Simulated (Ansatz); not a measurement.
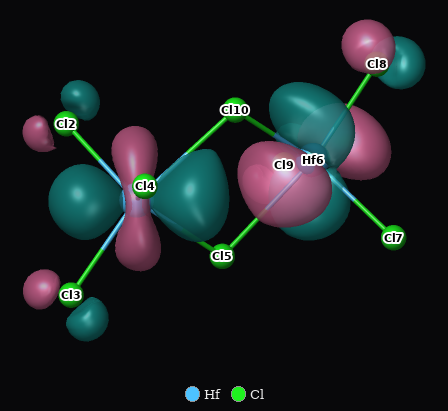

The picture shows: Cl8Hf2. One frontier orbital at ±0.1 Å⁻³ᐟ² (teal and pink are the two phases), seen at a tilt.

Geometry: r2SCAN-D4/def2-SVP; core potentials replace the inner electrons of Hf.

Computed with RKS PBE0-D4/def2-TZVP (Ansatz).

Input file:

```
crystal:
  periodic: [false, false, false]
  atoms:
    - {symbol: Hf, position_ang: [0.516302, 0.605460, 1.895875]}
    - {symbol: Cl, position_ang: [2.224993, -0.894080, 2.406649]}
    - {symbol: Cl, position_ang: [1.464205, 2.611753, 2.620440]}
    - {symbol: Cl, position_ang: [-1.290354, 0.465004, 3.367352]}
    - {symbol: Cl, position_ang: [0.363416, 1.513484, -0.435762]}
    - {symbol: Hf, position_ang: [-0.552456, -0.589415, -1.889475]}
    - {symbol: Cl, position_ang: [-2.095507, 0.886260, -2.833265]}
    - {symbol: Cl, position_ang: [-1.439488, -2.622028, -2.615440]}
    - {symbol: Cl, position_ang: [1.497095, -0.602135, -3.000944]}
    - {symbol: Cl, position_ang: [-0.688206, -1.374303, 0.484581]}
basis:
  gaussian: {orbitals: def2-TZVP, initial_orbitals: start.molden}
hamiltonian: {xc: pbe0, dispersion: d4}
scf: {omitted_lower_state_checks: [starts]}
output: {forces: true, orbitals: {seedname: orbitals}}
```

Run with:

```sh
ansatz run in.yaml --threads 4 --pin off --events-out ev --progress --plain --max-ram 6963MiB
```

Which orbital is it: HOMO or LUMO?

The LUMO, at −2.79 eV. Its weight (Hirshfeld) is mainly on Hf1 (about 35 %) and Hf6 (about 35 %).
